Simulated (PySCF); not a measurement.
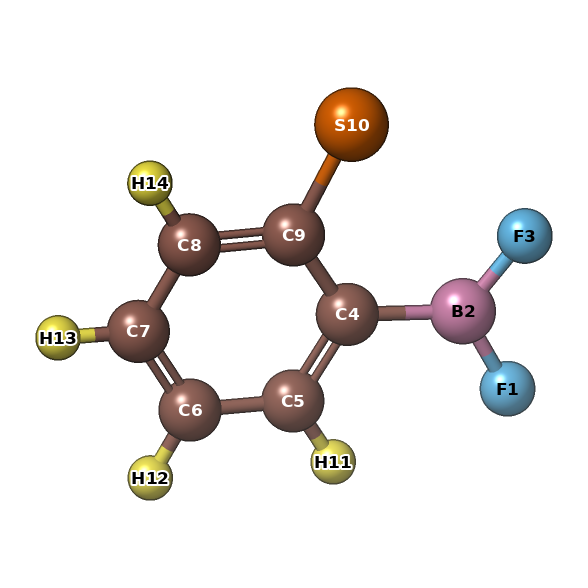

State: neutral, doublet. Computed geometry: GFN2-xTB optimisation. No frequency run is at hand to confirm it as a minimum. Computed with UKS B3LYP, pcH-1 on B C F H S, non-relativistic (PySCF 2.14.0). The run warned: orbitally degenerate or nearly so: second-order g, spin-orbit hyperfine and D do not apply. Fermi-contact and spin-dipolar terms alone, no spin-orbit part.

> Which nucleus has the largest dipolar (anisotropic) hyperfine coupling?

33S at S10: principal values −70.5, −69.8, 140.3 MHz.

List the isotropic and dipolar parts for the most strongly coupled nuclei, one of each equivalent set.

```json
{"atom": "S10", "isotope": "33S", "a_iso (MHz)": "14.8", "dipolar part (MHz)": "−70.5, −69.8, 140.3"}
{"atom": "C6", "isotope": "13C", "a_iso (MHz)": "16.4", "dipolar part (MHz)": "−15.2, −13.9, 29.1"}
{"atom": "C8", "isotope": "13C", "a_iso (MHz)": "14.0", "dipolar part (MHz)": "−13.5, −13.1, 26.6"}
{"atom": "C4", "isotope": "13C", "a_iso (MHz)": "10.8", "dipolar part (MHz)": "−11.4, −10.9, 22.3"}
{"atom": "C7", "isotope": "13C", "a_iso (MHz)": "−15.0", "dipolar part (MHz)": "−11.5, 5.2, 6.3"}
{"atom": "F1", "isotope": "19F", "a_iso (MHz)": "1.3", "dipolar part (MHz)": "−6.6, −4.4, 11.0"}
{"atom": "C9", "isotope": "13C", "a_iso (MHz)": "−24.7", "dipolar part (MHz)": "−10.0, 4.2, 5.8"}
{"atom": "C5", "isotope": "13C", "a_iso (MHz)": "−13.1", "dipolar part (MHz)": "−8.6, 3.8, 4.8"}
```

The geometry is semi-empirical. Around B such bond lengths and angles can be off by a tenth of an ångström or more and by several degrees, and values that hang on the shape move with them.
